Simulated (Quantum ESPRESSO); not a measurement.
# Projected density of states of magnetic CrSiTe3, part 2 of 2

Aim: the densities of states of CrSiTe3 in the lowest state of several starts.

Quantum ESPRESSO 7.5; LDA; plane waves with GBRV 1.5 LDA potentials, no spin-orbit coupling.

So far, absolute magnetization (μB): step 2 (ground-state run) 7.52.

## Step 3: Post-processing

Level of this step: LDA; plane waves with GBRV 1.5 LDA potentials, no spin-orbit coupling, projections on orthogonalised atomic orbitals (Quantum ESPRESSO).

projwfc.in

```
&PROJWFC
  prefix = 'pwscf'
  outdir = './tmp'
  filpdos = 'pdos'
  ngauss = 0
  degauss = 0.01
  DeltaE = 0.05
  Emin = -3.23
  Emax = 10.77
/
```

On the command line:

```sh
OMP_NUM_THREADS=1 mpirun -n 4 projwfc.x -nk 4 -in projwfc.in > projwfc.out
```

The program printed:

```text
[banner, memory and clock lines left out]
Program PROJWFC v.7.5 starts

     [... lines left out ...]
     IMPORTANT: XC functional enforced from input :
     Exchange-correlation= PZ
                           (   1   1   0   0   0   0   0)
     Any further DFT definition will be discarded
     Please, verify this is what you really want

     G-vector sticks info

     negative rho (up, down):  0.000E+00 6.936E-03

     Gaussian broadening (read from input): ngauss,degauss=   0    0.010000

     Calling projwave ....

  Problem Sizes
  natomwfc =           52
  nbnd     =           56
  nkstot   =           28
  npwx     =         8473
  nkb      =          150

     Atomic states used for projection
     (read from pseudopotential files):

     state #   1: atom   1 (Cr ), wfc  1 (l=0 m= 1)
     state #   2: atom   1 (Cr ), wfc  2 (l=1 m= 1)
     state #   3: atom   1 (Cr ), wfc  2 (l=1 m= 2)
     state #   4: atom   1 (Cr ), wfc  2 (l=1 m= 3)
     state #   5: atom   1 (Cr ), wfc  3 (l=0 m= 1)
     state #   6: atom   1 (Cr ), wfc  4 (l=2 m= 1)
     state #   7: atom   1 (Cr ), wfc  4 (l=2 m= 2)
     state #   8: atom   1 (Cr ), wfc  4 (l=2 m= 3)
     state #   9: atom   1 (Cr ), wfc  4 (l=2 m= 4)
     state #  10: atom   1 (Cr ), wfc  4 (l=2 m= 5)
     state #  11: atom   2 (Cr ), wfc  1 (l=0 m= 1)
     state #  12: atom   2 (Cr ), wfc  2 (l=1 m= 1)
     state #  13: atom   2 (Cr ), wfc  2 (l=1 m= 2)
     state #  14: atom   2 (Cr ), wfc  2 (l=1 m= 3)
     state #  15: atom   2 (Cr ), wfc  3 (l=0 m= 1)
     state #  16: atom   2 (Cr ), wfc  4 (l=2 m= 1)
     state #  17: atom   2 (Cr ), wfc  4 (l=2 m= 2)
     state #  18: atom   2 (Cr ), wfc  4 (l=2 m= 3)
     state #  19: atom   2 (Cr ), wfc  4 (l=2 m= 4)
     state #  20: atom   2 (Cr ), wfc  4 (l=2 m= 5)
     state #  21: atom   3 (Si ), wfc  1 (l=0 m= 1)
     state #  22: atom   3 (Si ), wfc  2 (l=1 m= 1)
     state #  23: atom   3 (Si ), wfc  2 (l=1 m= 2)
     state #  24: atom   3 (Si ), wfc  2 (l=1 m= 3)
     state #  25: atom   4 (Si ), wfc  1 (l=0 m= 1)
     state #  26: atom   4 (Si ), wfc  2 (l=1 m= 1)
     state #  27: atom   4 (Si ), wfc  2 (l=1 m= 2)
     state #  28: atom   4 (Si ), wfc  2 (l=1 m= 3)
     state #  29: atom   5 (Te ), wfc  1 (l=0 m= 1)
     state #  30: atom   5 (Te ), wfc  2 (l=1 m= 1)
     state #  31: atom   5 (Te ), wfc  2 (l=1 m= 2)
     state #  32: atom   5 (Te ), wfc  2 (l=1 m= 3)
     state #  33: atom   6 (Te ), wfc  1 (l=0 m= 1)
     state #  34: atom   6 (Te ), wfc  2 (l=1 m= 1)
     state #  35: atom   6 (Te ), wfc  2 (l=1 m= 2)
     state #  36: atom   6 (Te ), wfc  2 (l=1 m= 3)
     state #  37: atom   7 (Te ), wfc  1 (l=0 m= 1)
     state #  38: atom   7 (Te ), wfc  2 (l=1 m= 1)
     state #  39: atom   7 (Te ), wfc  2 (l=1 m= 2)
     state #  40: atom   7 (Te ), wfc  2 (l=1 m= 3)
     state #  41: atom   8 (Te ), wfc  1 (l=0 m= 1)
     state #  42: atom   8 (Te ), wfc  2 (l=1 m= 1)
     state #  43: atom   8 (Te ), wfc  2 (l=1 m= 2)
     state #  44: atom   8 (Te ), wfc  2 (l=1 m= 3)
     state #  45: atom   9 (Te ), wfc  1 (l=0 m= 1)
     state #  46: atom   9 (Te ), wfc  2 (l=1 m= 1)
     state #  47: atom   9 (Te ), wfc  2 (l=1 m= 2)
     state #  48: atom   9 (Te ), wfc  2 (l=1 m= 3)
     state #  49: atom  10 (Te ), wfc  1 (l=0 m= 1)
     state #  50: atom  10 (Te ), wfc  2 (l=1 m= 1)
     state #  51: atom  10 (Te ), wfc  2 (l=1 m= 2)
     state #  52: atom  10 (Te ), wfc  2 (l=1 m= 3)

 [... projections of the bands left out ...]

Lowdin Charges:

     Atom #   1: total charge =  13.1331, s =  2.5670, p =  5.9979, d =  4.5682,
                 spin up      =   8.2425, s =  1.3098,
                 spin up      =   8.2425, p =  2.9994, pz=  0.9998, px=  0.9998, py=  0.9998,
                 spin up      =   8.2425, d =  3.9333, dz2=  0.9596, dxz=  0.6518, dyz=  0.6518, dx2-y2=  0.8351, dxy=  0.8351,
                 spin down    =   4.8906, s =  1.2572,
                 spin down    =   4.8906, p =  2.9985, pz=  0.9995, px=  0.9995, py=  0.9995,
                 spin down    =   4.8906, d =  0.6349, dz2=  0.0553, dxz=  0.1848, dyz=  0.1848, dx2-y2=  0.1050, dxy=  0.1050,
                 polarization =   3.3519, s =  0.0526, p =  0.0009, d =  3.2984,
     Atom #   2: total charge =  13.1331, s =  2.5670, p =  5.9979, d =  4.5682,
                 spin up      =   8.2425, s =  1.3098,
                 spin up      =   8.2425, p =  2.9994, pz=  0.9998, px=  0.9998, py=  0.9998,
                 spin up      =   8.2425, d =  3.9333, dz2=  0.9596, dxz=  0.6518, dyz=  0.6518, dx2-y2=  0.8351, dxy=  0.8351,
                 spin down    =   4.8906, s =  1.2572,
                 spin down    =   4.8906, p =  2.9985, pz=  0.9995, px=  0.9995, py=  0.9995,
                 spin down    =   4.8906, d =  0.6349, dz2=  0.0553, dxz=  0.1848, dyz=  0.1848, dx2-y2=  0.1050, dxy=  0.1050,
                 polarization =   3.3519, s =  0.0526, p =  0.0009, d =  3.2984,
     Atom #   3: total charge =   3.8951, s =  1.2808, p =  2.6143, d =  0.0000,
                 spin up      =   1.9735, s =  0.6420,
                 spin up      =   1.9735, p =  1.3315, pz=  0.4700, px=  0.4308, py=  0.4308,
                 spin up      =   1.9735, d =  0.0000, dz2=  0.0000, dxz=  0.0000, dyz=  0.0000, dx2-y2=  0.0000, dxy=  0.0000,
                 spin down    =   1.9217, s =  0.6389,
                 spin down    =   1.9217, p =  1.2828, pz=  0.4506, px=  0.4161, py=  0.4161,
                 spin down    =   1.9217, d =  0.0000, dz2=  0.0000, dxz=  0.0000, dyz=  0.0000, dx2-y2=  0.0000, dxy=  0.0000,
                 polarization =   0.0518, s =  0.0031, p =  0.0487, d =  0.0000,
     Atom #   4: total charge =   3.8951, s =  1.2808, p =  2.6143, d =  0.0000,
                 spin up      =   1.9735, s =  0.6420,
                 spin up      =   1.9735, p =  1.3315, pz=  0.4700, px=  0.4308, py=  0.4308,
                 spin up      =   1.9735, d =  0.0000, dz2=  0.0000, dxz=  0.0000, dyz=  0.0000, dx2-y2=  0.0000, dxy=  0.0000,
                 spin down    =   1.9217, s =  0.6389,
                 spin down    =   1.9217, p =  1.2828, pz=  0.4506, px=  0.4161, py=  0.4161,
                 spin down    =   1.9217, d =  0.0000, dz2=  0.0000, dxz=  0.0000, dyz=  0.0000, dx2-y2=  0.0000, dxy=  0.0000,
                 polarization =   0.0518, s =  0.0031, p =  0.0487, d =  0.0000,
     Atom #   5: total charge =   6.1979, s =  1.8542, p =  4.3437, d =  0.0000,
                 spin up      =   3.0191, s =  0.9283,
                 spin up      =   3.0191, p =  2.0908, pz=  0.7736, px=  0.6930, py=  0.6241,
                 spin up      =   3.0191, d =  0.0000, dz2=  0.0000, dxz=  0.0000, dyz=  0.0000, dx2-y2=  0.0000, dxy=  0.0000,
                 spin down    =   3.1788, s =  0.9259,
                 spin down    =   3.1788, p =  2.2529, pz=  0.8363, px=  0.7568, py=  0.6597,
                 spin down    =   3.1788, d =  0.0000, dz2=  0.0000, dxz=  0.0000, dyz=  0.0000, dx2-y2=  0.0000, dxy=  0.0000,
                 polarization =  -0.1597, s =  0.0023, p = -0.1621, d =  0.0000,
     Atom #   6: total charge =   6.1979, s =  1.8542, p =  4.3437, d =  0.0000,
                 spin up      =   3.0191, s =  0.9283,
                 spin up      =   3.0191, p =  2.0908, pz=  0.7736, px=  0.5921, py=  0.7251,
                 spin up      =   3.0191, d =  0.0000, dz2=  0.0000, dxz=  0.0000, dyz=  0.0000, dx2-y2=  0.0000, dxy=  0.0000,
                 spin down    =   3.1788, s =  0.9259,
                 spin down    =   3.1788, p =  2.2529, pz=  0.8363, px=  0.6134, py=  0.8031,
                 spin down    =   3.1788, d =  0.0000, dz2=  0.0000, dxz=  0.0000, dyz=  0.0000, dx2-y2=  0.0000, dxy=  0.0000,
                 polarization =  -0.1597, s =  0.0023, p = -0.1621, d =  0.0000,
     Atom #   7: total charge =   6.1979, s =  1.8542, p =  4.3437, d =  0.0000,
                 spin up      =   3.0191, s =  0.9283,
                 spin up      =   3.0191, p =  2.0908, pz=  0.7736, px=  0.6906, py=  0.6265,
                 spin up      =   3.0191, d =  0.0000, dz2=  0.0000, dxz=  0.0000, dyz=  0.0000, dx2-y2=  0.0000, dxy=  0.0000,
                 spin down    =   3.1788, s =  0.9259,
                 spin down    =   3.1788, p =  2.2529, pz=  0.8363, px=  0.7546, py=  0.6619,
                 spin down    =   3.1788, d =  0.0000, dz2=  0.0000, dxz=  0.0000, dyz=  0.0000, dx2-y2=  0.0000, dxy=  0.0000,
                 polarization =  -0.1597, s =  0.0023, p = -0.1621, d =  0.0000,
     Atom #   8: total charge =   6.1979, s =  1.8542, p =  4.3437, d =  0.0000,
                 spin up      =   3.0191, s =  0.9283,
                 spin up      =   3.0191, p =  2.0908, pz=  0.7736, px=  0.6906, py=  0.6265,
                 spin up      =   3.0191, d =  0.0000, dz2=  0.0000, dxz=  0.0000, dyz=  0.0000, dx2-y2=  0.0000, dxy=  0.0000,
                 spin down    =   3.1788, s =  0.9259,
                 spin down    =   3.1788, p =  2.2529, pz=  0.8363, px=  0.7546, py=  0.6619,
                 spin down    =   3.1788, d =  0.0000, dz2=  0.0000, dxz=  0.0000, dyz=  0.0000, dx2-y2=  0.0000, dxy=  0.0000,
                 polarization =  -0.1597, s =  0.0023, p = -0.1621, d =  0.0000,
     Atom #   9: total charge =   6.1979, s =  1.8542, p =  4.3437, d =  0.0000,
                 spin up      =   3.0191, s =  0.9283,
                 spin up      =   3.0191, p =  2.0908, pz=  0.7736, px=  0.5921, py=  0.7251,
                 spin up      =   3.0191, d =  0.0000, dz2=  0.0000, dxz=  0.0000, dyz=  0.0000, dx2-y2=  0.0000, dxy=  0.0000,
                 spin down    =   3.1788, s =  0.9259,
                 spin down    =   3.1788, p =  2.2529, pz=  0.8363, px=  0.6134, py=  0.8031,
                 spin down    =   3.1788, d =  0.0000, dz2=  0.0000, dxz=  0.0000, dyz=  0.0000, dx2-y2=  0.0000, dxy=  0.0000,
                 polarization =  -0.1597, s =  0.0023, p = -0.1621, d =  0.0000,
     Atom #  10: total charge =   6.1979, s =  1.8542, p =  4.3437, d =  0.0000,
                 spin up      =   3.0191, s =  0.9283,
                 spin up      =   3.0191, p =  2.0908, pz=  0.7736, px=  0.6930, py=  0.6241,
                 spin up      =   3.0191, d =  0.0000, dz2=  0.0000, dxz=  0.0000, dyz=  0.0000, dx2-y2=  0.0000, dxy=  0.0000,
                 spin down    =   3.1788, s =  0.9259,
                 spin down    =   3.1788, p =  2.2529, pz=  0.8363, px=  0.7568, py=  0.6597,
                 spin down    =   3.1788, d =  0.0000, dz2=  0.0000, dxz=  0.0000, dyz=  0.0000, dx2-y2=  0.0000, dxy=  0.0000,
                 polarization =  -0.1597, s =  0.0023, p = -0.1621, d =  0.0000,
     Spilling Parameter:   0.0105
```

Run time: 2.9 s. Hardware: 4 MPI ranks of Arm Neoverse V1, shared host; peak memory 0.56 GiB; 12 s of CPU time.

The density of states has structure finer than the step of the table below, so its rows give means over 1 eV, whole bins alone (the curve runs from -9.00 to 5.05 eV). Peaks (eV: height): up -2.9: 7.3, -1.0: 8.89, 1.1: 4.89, 3.6: 5.16; down -2.4: 6.68, -1.5: 7.27, 1.6: 11.1, 2.3: 5.92; Cr1 d up -2.8: 1.12, -1.0: 3.18, 1.1: 1; Cr1 d down 0.4: 0.579, 1.2: 2.15, 1.6: 4.34, 2.3: 1.58; Si3 p up -4.8: 0.491, 2.9: 0.618, 3.5: 0.756, 4.3: 0.764.

Gaussian broadening of 0.136 eV on the SCF mesh. Table of density of states by energy, zero at the Fermi level; means over each step; 7 of 8 lines; values in states/eV/cell:

```
energy (eV)     up    down  Cr1 d up  Cr1 d down  Si3 p up  Si3 p down  Te5 p up
         -8  0.964   0.976   0.00424     0.00262    0.0462      0.0484    0.0297
         -7  0.145  0.0615   0.00130      2.9e-4   0.00522     0.00222    0.0102
         -6  0.855   0.939   0.00873     0.00548    0.0302      0.0334    0.0592
         -5   1.96    1.61    0.0431      0.0150     0.194       0.176     0.206
         -4   2.83    2.85    0.0816      0.0258     0.297       0.330     0.295
         -3   5.46    3.46     0.690      0.0785     0.190       0.171     0.570
         -2   5.27    5.44     0.822       0.309     0.147       0.160     0.500
         -1   6.99    3.51      2.17       0.180     0.161       0.105     0.336
          0   1.02   0.626     0.208       0.132    0.0238      0.0428    0.0813
          1   3.47    3.39     0.738        1.30    0.0628      0.0846     0.276
          2   1.64    6.15    0.0451        1.94     0.141       0.206     0.128
          3   2.95    3.72    0.0348       0.524     0.437       0.331     0.180
          4   3.17    3.20    0.0274       0.139     0.509       0.489     0.110
```

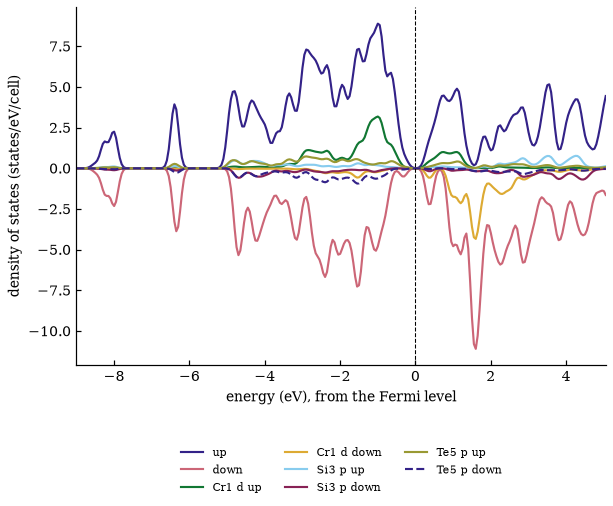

Density of states, plotted against energy. Down spins are drawn negative.

## Step 4: What came out

- state: ferromagnetic
- largest moment in a sphere: 3.05 μB

What this shows: The most distinct maxima of the density of states (up) lie at -4.80, -2.90, -1.00, 1.10 and 3.55 eV, the highest at -0.998 eV. These are Kohn–Sham states without spin–orbit coupling, on the mesh of the self-consistent run.

[Logs and program files are shortened in this print: banners, set-up blocks, solver, clock and traceback lines can be left out without a mark of their own.]

[Logs are printed without paths, hosts, clocks, repeated set-up lines and the standing remarks that a program may print on its own settings, such as how far it seeks lower states.]

[Hosts, paths, dates, database ids (printed as entryN), source tags and the programs' standing remarks are cut or masked in the printed files.]

[Where a cell is said to come from a database of computed structures, the database is the Materials Project.]
